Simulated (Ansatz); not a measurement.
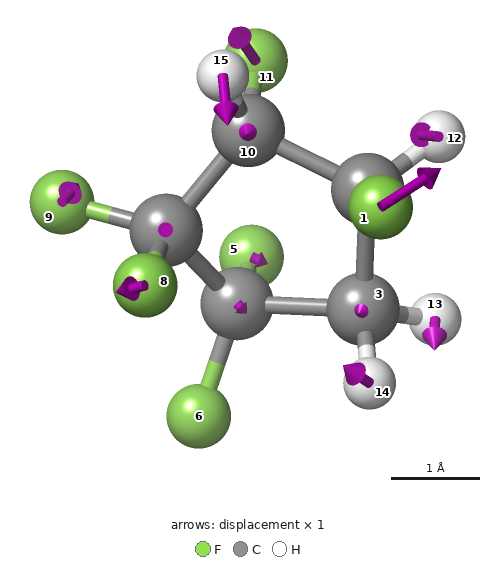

This is a relaxation of C$_{5}$H$_{4}$F$_{6}$ (coarse preliminary run). The starting structure is drawn; purple arrows show the displacements, at their true length. The two geometries are superimposed by the best rigid fit.

The picture is a ball-and-stick view, seen at a tilt.

The start comes from a force field.

The calculation used RKS PBE-D4/def2-SVP in Ansatz 0.2.0. Set-up: force threshold 0.03 eV/Å; at most 200 steps.

**What did the optimiser do to the structure, and how much energy did it gain?**

An F atom moves most after the best rigid fit: 0.91 Å. Largest moves by element: F 0.91 Å, H 0.70 Å, C 0.21 Å. Near-neighbour distances that change, for instance: C–C 1.609 → 1.521 Å, C–F 1.302 → 1.372 Å, C–C 1.495 → 1.554 Å, C–F 1.339 → 1.370 Å. Among the angles between lasting bonds that change: C–C–F 107.1° → 114.6°, F–C–C 114.6° → 107.7°, C–C–F 112.7° → 107.3°. After 16 accepted moves (18 points after the start) the energy has fallen by 0.605 eV. Largest force component: 5.1 eV/Å at the start, 0.02 eV/Å at the end. The line search rejected the trial steps at points 13, 15 of the run.
